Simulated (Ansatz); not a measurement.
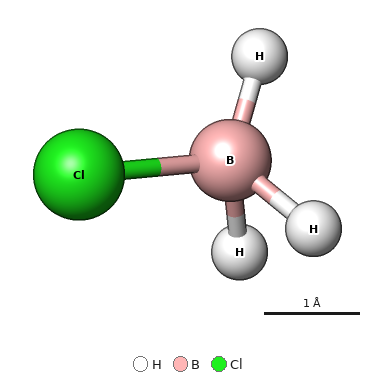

The structure as given in the input (ball-and-stick view, seen at a tilt). Bond lengths as drawn: B–Cl 1.84 Å and B–H 1.19 to 1.27 Å.

## Run report: BH3Cl, nudged elastic band

The run: nudged elastic band of BH3Cl, multiplicity 2. Method and program: UKS PBE-D4/6-31G (Ansatz 0.2.0).

It belongs to a series of runs on one base structure; here: band between the two ends.

## The input
```yaml
crystal:
  periodic: [false, false, false]
  atoms:
    - { symbol: H, position_ang: [-0.549637, -0.562885, 0.91662] }
    - { symbol: B, position_ang: [0.130202, 0.086813, 0.068359] }
    - { symbol: Cl, position_ang: [0.26196, -0.903407, -1.477826] }
    - { symbol: H, position_ang: [1.11801, 0.648716, 0.430272] }
    - { symbol: H, position_ang: [-0.960535, 0.730662, 0.062575] }
magnetization:
  spin_polarized: true
  initial_magnetization: 1
basis:
  gaussian: { orbitals: "6-31G" }
hamiltonian:
  xc: pbe
  dispersion: d4
neb:
  order_check: false
  images: 5
  f_tol: 0.05
  max_iterations: 60
  final_atoms:
    - { symbol: H, position_ang: [-1.13683537, -2.90252685, 1.75477553] }
    - { symbol: B, position_ang: [0.3159628, 0.8933418, -0.40346317] }
    - { symbol: Cl, position_ang: [-0.01001994, -0.83476333, -0.7691358] }
    - { symbol: H, position_ang: [1.36736894, 1.15950293, 0.10027892] }
    - { symbol: H, position_ang: [-0.53647643, 1.68434445, -0.68245549] }
  initial_path:
    images:
      - { positions_ang: [[-0.549637, -0.562885, 0.91662], [0.130202, 0.086813, 0.068359], [0.26196, -0.903407, -1.477826], [1.11801, 0.648716, 0.430272], [-0.960535, 0.730662, 0.062575]] }
      - { positions_ang: [[-0.48100903, -0.7190455, 0.80662824], [0.10115683, 0.17062055, 0.0746967], [0.21204385, -0.94766996, -1.35847901], [1.10712887, 0.66759968, 0.44168134], [-0.93932053, 0.82839423, 0.03547273]] }
      - { positions_ang: [[-0.41238106, -0.875206, 0.69663647], [0.07211167, 0.25442811, 0.08103439], [0.16212771, -0.99193292, -1.23913202], [1.09624774, 0.68648335, 0.45309068], [-0.91810605, 0.92612645, 0.00837046]] }
      - { positions_ang: [[-0.3437531, -1.0313665, 0.58664471], [0.0430665, 0.33823566, 0.08737209], [0.11221156, -1.03619587, -1.11978502], [1.08536661, 0.70536703, 0.46450003], [-0.89689158, 1.02385868, -0.01873181]] }
      - { positions_ang: [[-0.60811385, -1.65508662, 0.97602165], [0.13403193, 0.52327104, -0.07623966], [0.07146773, -0.96905169, -1.00290195], [1.17936739, 0.85674566, 0.34309299], [-0.7767532, 1.2440206, -0.23997303]] }
      - { positions_ang: [[-0.87247461, -2.27880673, 1.36539859], [0.22499736, 0.70830642, -0.23985141], [0.0307239, -0.90190751, -0.88601887], [1.27336817, 1.00812429, 0.22168596], [-0.65661481, 1.46418253, -0.46121426]] }
      - { positions_ang: [[-1.13683537, -2.90252685, 1.75477553], [0.3159628, 0.8933418, -0.40346317], [-0.01001994, -0.83476333, -0.7691358], [1.36736894, 1.15950293, 0.10027892], [-0.53647643, 1.68434445, -0.68245549]] }
```

Hardware: 1 thread of Arm Neoverse V2, 24 GiB of memory available, shared host.

Command:
```bash
ansatz run input.yaml --threads 1 --pin off --max-ram 2048MiB --backend cpu --events-out ev --progress --plain --runs-dir out
```

## Log
```
Engine: ansatz 0.2.0, aarch64-unknown-linux-gnu
Functional definition: PBE
  parameter kappa = 0.804
  parameter beta = 0.06672455060314922
  exchange = pbe_x(kappa = kappa, mu = beta*pi^2/3)
  correlation = pbe_c(beta = beta)
386 factors; integrals over basis functions are off by at most 2.1e-4 eV
mean field evaluation 1: about -13236.4474 eV, gradient 1.6e1 eV
mean field evaluation 2: about -13233.9364 eV, gradient 2.4e1 eV
mean field evaluation 4: about -13238.6338 eV, gradient 1.6e0 eV
mean field evaluation 8: about -13238.6526 eV, gradient 1.3e-2 eV
mean field evaluation 16: about -13237.0426 eV, gradient 1.8e0 eV
mean field -13238.65255166 eV, -486.5115077925 hartree, gradient 4.5e-5 eV, S^2 0.751536; 1 other end points of the search recorded, 0 dependent functions left out
the calculation of the forces begins
reference -13238.65257343 eV, -486.5115085926 hartree; 13, 12 occupied and 15, 16 virtual orbitals, 386 factors
387 factors; integrals over basis functions are off by at most 2.3e-4 eV
mean field evaluation 32: about -13237.7917 eV, gradient 4.0e-5 eV
mean field -13237.79173869 eV, -486.4798734995 hartree, gradient 4.0e-5 eV, S^2 0.750004; 0 other end points of the search recorded, 0 dependent functions left out
[... from here on the field's lines of each further geometry are left out, up to the last ...]
NEB iter   1: max|band force component| = 2.739e0 eV/Å  barrier→ = 1.2883 eV  barrier← = 0.4221 eV  Δτ_max = 0.1964 Å  (192 SCF iters)
NEB iter   2: max|band force component| = 2.146e0 eV/Å  barrier→ = 1.0576 eV  barrier← = 0.1914 eV  Δτ_max = 0.2000 Å  (132 SCF iters)
NEB iter   3: max|band force component| = 1.558e0 eV/Å  barrier→ = 0.9759 eV  barrier← = 0.1098 eV  Δτ_max = 0.1990 Å  (131 SCF iters)
NEB iter   4: max|band force component| = 1.187e0 eV/Å  barrier→ = 0.9551 eV  barrier← = 0.0890 eV  Δτ_max = 0.1979 Å  (128 SCF iters)
NEB iter   5: max|band force component| = 1.019e0 eV/Å  barrier→ = 0.9202 eV  barrier← = 0.0541 eV  Δτ_max = 0.1997 Å  (126 SCF iters)
NEB iter   6: max|band force component| = 8.477e-1 eV/Å  barrier→ = 0.9107 eV  barrier← = 0.0446 eV  Δτ_max = 0.1984 Å  (128 SCF iters)
NEB iter   7: max|band force component| = 1.243e0 eV/Å  barrier→ = 0.8778 eV  barrier← = 0.0116 eV  Δτ_max = 0.0923 Å  (123 SCF iters)
NEB iter   8: max|band force component| = 5.624e-1 eV/Å  barrier→ = 0.8697 eV  barrier← = 0.0036 eV  Δτ_max = 0.1013 Å  (116 SCF iters)
NEB iter   9: max|band force component| = 7.335e-1 eV/Å  barrier→ = 0.8672 eV  barrier← = 0.0010 eV  Δτ_max = 0.0499 Å  (113 SCF iters)
NEB iter  10: max|band force component| = 1.699e-1 eV/Å  barrier→ = 0.8663 eV  barrier← = 0.0002 eV  CI = image 5  Δτ_max = 0.0894 Å  (111 SCF iters)
NEB iter  11: max|band force component| = 1.696e-1 eV/Å  barrier→ = 0.8662 eV  barrier← = 0.0001 eV  CI = image 5  Δτ_max = 0.1009 Å  (105 SCF iters)
NEB iter  12: max|band force component| = 9.696e-1 eV/Å  barrier→ = 0.8662 eV  barrier← = 0.0001 eV  CI = image 5  Δτ_max = 0.0497 Å  (109 SCF iters)
NEB iter  13: max|band force component| = 7.677e-2 eV/Å  barrier→ = 0.8662 eV  barrier← = 0.0000 eV  CI = image 5  Δτ_max = 0.0137 Å  (104 SCF iters)
the calculation of the forces begins
reference -13237.79348520 eV, -486.4799376825 hartree; 13, 12 occupied and 15, 16 virtual orbitals, 387 factors
387 factors; integrals over basis functions are off by at most 2.3e-4 eV
mean field -13237.79130673 eV, -486.4798576252 hartree, gradient 6.5e-5 eV, S^2 0.750003; 1 other end points of the search recorded, 0 dependent functions left out
the calculation of the forces begins
reference -13237.79133674 eV, -486.4798587280 hartree; 13, 12 occupied and 15, 16 virtual orbitals, 387 factors
NEB iter  14: max|band force component| = 3.990e-2 eV/Å  barrier→ = 0.8662 eV  barrier← = 0.0000 eV  CI = image 5  Δτ_max = 0.0000 Å  (220 SCF iters)
```

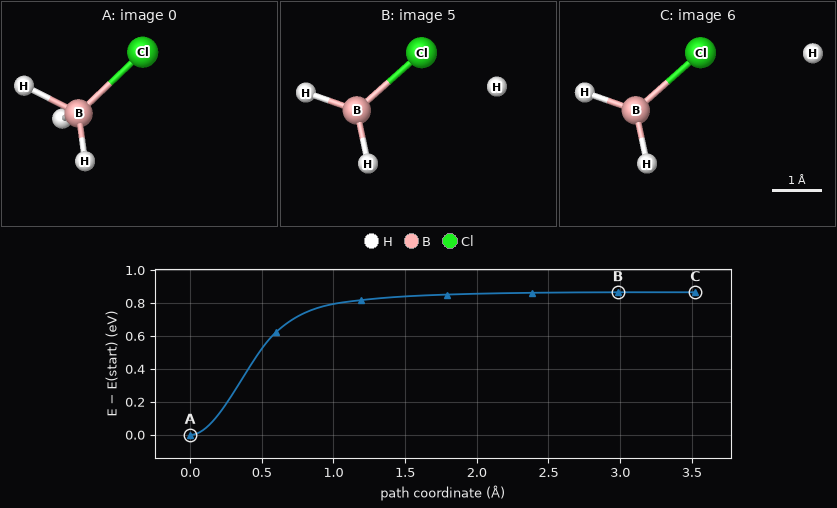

Images of the last band (counted from 0; ball-and-stick, seen at a tilt) above the energy along the path; the line is a cubic interpolation that uses the forces. The highest image is number 5, 0.866 eV above the start and 0.000 eV above the end (the climbing image); the end lies 0.866 eV above the start. The path is 3.52 Å long. The band converged in 14 iterations.

```
Total energy: -13237.83955937 eV, -486.4816308768 hartree
Atom 0 at    -1.043005    -2.647502     1.681760 Å, force    -0.000053     0.000385     0.000633 eV/Å
Atom 1 at     0.275413     0.820026    -0.348786 Å, force     0.001674     0.002467    -0.003718 eV/Å
Atom 2 at     0.123007    -0.811659    -1.084108 Å, force     0.000255     0.000608    -0.000055 eV/Å
Atom 3 at     1.299057     1.075810     0.214052 Å, force    -0.000689    -0.001995     0.001641 eV/Å
Atom 4 at    -0.654473     1.563223    -0.462919 Å, force    -0.001187    -0.001466     0.001500 eV/Å
Dipole moment:     0.017235     0.190917     0.088160 e Å
this run last wrote the band of iteration 14 to [file]
```

## The last band as extended XYZ (Å, eV, eV/Å)
```
5
Properties=species:S:1:pos:R:3:forces:R:3 image=0 energy=-13238.70573
H    -0.5496   -0.5629    0.9166    0.0019   0.0036   0.0059
B     0.1302    0.0868    0.0684    0.0028   0.0028   0.0058
Cl    0.2620   -0.9034   -1.4778   -0.0005  -0.0031  -0.0115
H     1.1180    0.6487    0.4303   -0.0006  -0.0020   0.0036
H    -0.9605    0.7307    0.0626   -0.0037  -0.0013  -0.0038
5
Properties=species:S:1:pos:R:3:forces:R:3 image=1 energy=-13238.08375
H    -0.4814   -0.9290    1.2138    0.2287   0.5199  -0.5281
B     0.0747    0.2865   -0.1025   -0.0752  -0.1948   0.2415
Cl    0.2679   -0.8517   -1.5148   -0.0252  -0.0686   0.0459
H     1.0861    0.5789    0.4760   -0.0530  -0.1338   0.1215
H    -0.9474    0.9152   -0.0725   -0.0753  -0.1228   0.1192
5
Properties=species:S:1:pos:R:3:forces:R:3 image=2 energy=-13237.88716
H    -0.6217   -1.3791    1.4901    0.0225   0.0750  -0.0387
B     0.1353    0.4455   -0.2296    0.0029  -0.0007   0.0199
Cl    0.2942   -0.7142   -1.5977    0.0055  -0.0086  -0.0228
H     1.1095    0.6508    0.4336   -0.0064  -0.0362   0.0206
H    -0.9174    0.9970   -0.0964   -0.0246  -0.0294   0.0210
5
Properties=species:S:1:pos:R:3:forces:R:3 image=3 energy=-13237.85355
H    -0.6720   -1.9461    1.5795    0.0032   0.0205  -0.0023
B     0.1555    0.6040   -0.2625    0.0005  -0.0424  -0.0375
Cl    0.2728   -0.6111   -1.5833    0.0042   0.0109  -0.0040
H     1.1291    0.7724    0.4111   -0.0168   0.0080   0.0170
H    -0.8854    1.1807   -0.1448    0.0089   0.0030   0.0268
5
Properties=species:S:1:pos:R:3:forces:R:3 image=4 energy=-13237.84268
H    -0.8949   -2.2911    1.6932    0.0011   0.0064  -0.0001
B     0.2243    0.7135   -0.3205   -0.0010  -0.0021   0.0028
Cl    0.2165   -0.7404   -1.3755    0.0018   0.0016  -0.0053
H     1.2114    0.9214    0.3216   -0.0010  -0.0027   0.0010
H    -0.7573    1.3966   -0.3188   -0.0010  -0.0031   0.0016
5
Properties=species:S:1:pos:R:3:forces:R:3 image=5 energy=-13237.83953
H    -1.0430   -2.6475    1.6818   -0.0001   0.0004   0.0006
B     0.2754    0.8200   -0.3488    0.0017   0.0025  -0.0037
Cl    0.1230   -0.8117   -1.0841    0.0003   0.0006  -0.0001
H     1.2991    1.0758    0.2141   -0.0007  -0.0020   0.0016
H    -0.6545    1.5632   -0.4629   -0.0012  -0.0015   0.0015
5
Properties=species:S:1:pos:R:3:forces:R:3 image=6 energy=-13237.83957
H    -1.1368   -2.9025    1.7548   -0.0006  -0.0012   0.0005
B     0.3160    0.8933   -0.4035   -0.0013   0.0011   0.0009
Cl   -0.0100   -0.8348   -0.7691    0.0006   0.0012   0.0000
H     1.3674    1.1595    0.1003    0.0005  -0.0001  -0.0011
H    -0.5365    1.6843   -0.6825    0.0008  -0.0011  -0.0004
```

## Results in brief

| quantity | value |
| --- | --- |
| outcome | converged |
| barrier, forward | 0.866 eV |
| barrier, backward | 0.000 eV |
| wall time | 53 s |
| peak memory | 0.18 GiB |

The order of the saddle point was not checked.
